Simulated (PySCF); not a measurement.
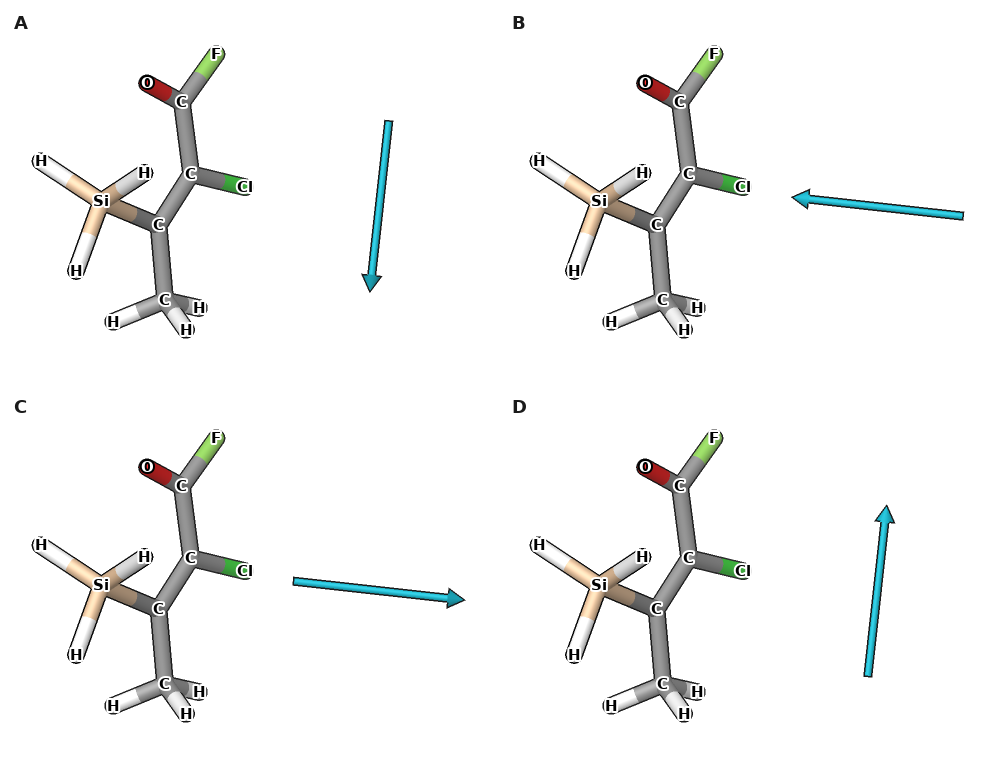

The same molecule four times, each with an arrow. Computed geometry: GFN2-xTB optimisation. No frequency run is at hand to confirm it as a minimum. Properties computed with CAM-B3LYP/def2-SVPD, gas phase (PySCF 2.14.0).

Which arrow points along the dipole moment, from the negative to the positive end?

A. The dipole moment is 2.81 D.

The geometry is semi-empirical. Around Si such bond lengths and angles can be off by a tenth of an ångström or more and by several degrees, and values that hang on the shape move with them.
